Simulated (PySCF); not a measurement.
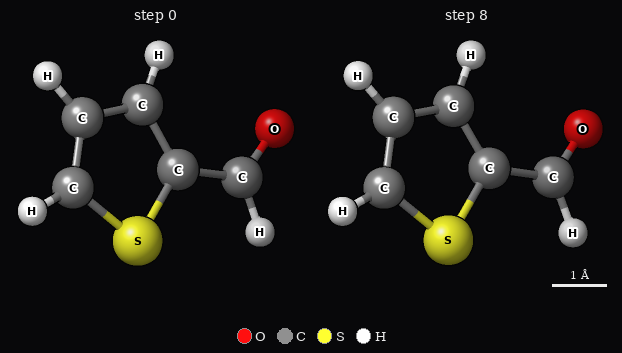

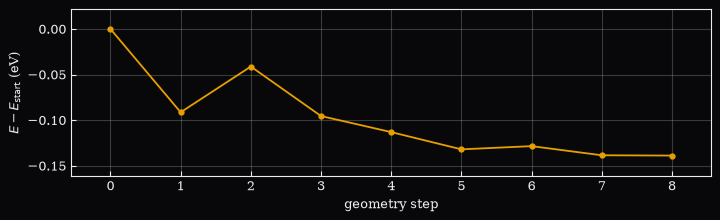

First and last geometry of a relaxation of C5H4OS, with the history of the run. The picture is a ball-and-stick view, seen at a tilt.

The start comes from GFN2-xTB. Its atoms were then displaced at random by about 0.01 Å.

Theory: PBE0-D3(BJ)/def2-TZVP geometry optimisation, gas phase in PySCF. 

Q: Read the history and describe the run.

A: It converged. Over 8 geometry steps the energy falls by 0.139 eV. The atom that moves furthest after the best rigid fit is the O atom (0.045 Å). Largest moves by element: O 0.045 Å, H 0.038 Å, C 0.033 Å, S 0.014 Å. Near-neighbour distances that change, for instance: C–H 1.040 → 1.082 Å, C–C 1.412 → 1.374 Å, C–O 1.237 → 1.206 Å, C–H 1.086 → 1.110 Å. Among the angles between lasting bonds that change: C–C–C 109.8° → 112.6°, C–C–H 124.3° → 121.9°, C–C–C 125.8° → 128.0°. The run took 4.1 min on 1 thread of Arm Neoverse V1, with other jobs on the host.
